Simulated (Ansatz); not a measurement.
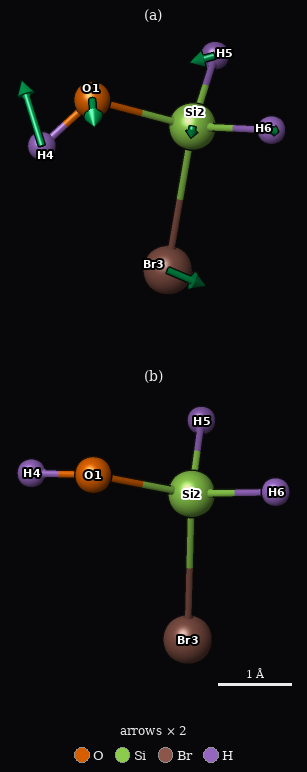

The structure of SiH$_{3}$OBr (coarse preliminary run) before (top) and after (bottom) a relaxation, at one scale. The green arrows give the displacements, magnified 2 times.

A ball-and-stick model, seen at a tilt.

Level of theory: RKS PBE-D4/def2-SVP (Ansatz). Set-up: force threshold 0.03 eV/Å; at most 250 steps.

**What changed between the two?**

The optimiser took 10 steps. The largest move after the best rigid fit is that of H4, 0.50 Å. By element the largest moves are H 0.50 Å, Br 0.31 Å, O 0.30 Å, Si 0.09 Å. Among the contacts that change: O1–Si2 1.612 → 1.670 Å, Si2–Br3 2.198 → 2.249 Å, O1–H4 0.947 → 0.974 Å, Si2–H5 1.479 → 1.502 Å. Bond angles that change, for instance: O1–Si2–Br3 104.9° → 111.9°, Br3–Si2–H5 109.5° → 105.8°, O1–Si2–H6 109.1° → 105.7°. Groups turn about O1–Si2 by about 60°.
